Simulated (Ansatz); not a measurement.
TiO2, pressure series

Start from TiO2 in the anatase structure (space group I4_1/amd, No. 141; a = 3.739 Å, c = 9.455 Å).

Cell and atoms are relaxed at each pressure.

All numbers come from DFT with LDA, PAW potentials and a 420 eV plane-wave cutoff in Ansatz (a program for electronic structure), scalar-relativistic without spin-orbit coupling.

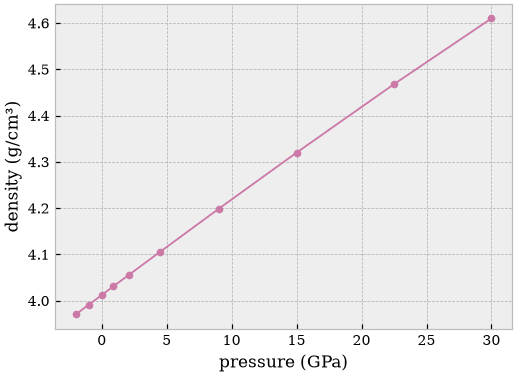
Figure: Density against pressure

```json
[
 {"pressure (GPa)": "-2", "density": "3.97 g/cm³"},
 {"pressure (GPa)": "-1", "density": "3.99 g/cm³"},
 {"pressure (GPa)": "0.9", "density": "4.03 g/cm³"},
 {"pressure (GPa)": "2.1", "density": "4.06 g/cm³"},
 {"pressure (GPa)": "4.5", "density": "4.11 g/cm³"},
 {"pressure (GPa)": "9", "density": "4.20 g/cm³"},
 {"pressure (GPa)": "15", "density": "4.32 g/cm³"},
 {"pressure (GPa)": "22.5", "density": "4.47 g/cm³"},
 {"pressure (GPa)": "30", "density": "4.61 g/cm³"}
]
```

Load acts through the strain it causes; cell and atoms are relaxed under it. No phonon test of stability was made. No other phases were tried under pressure. The final runs are not spin-polarised.
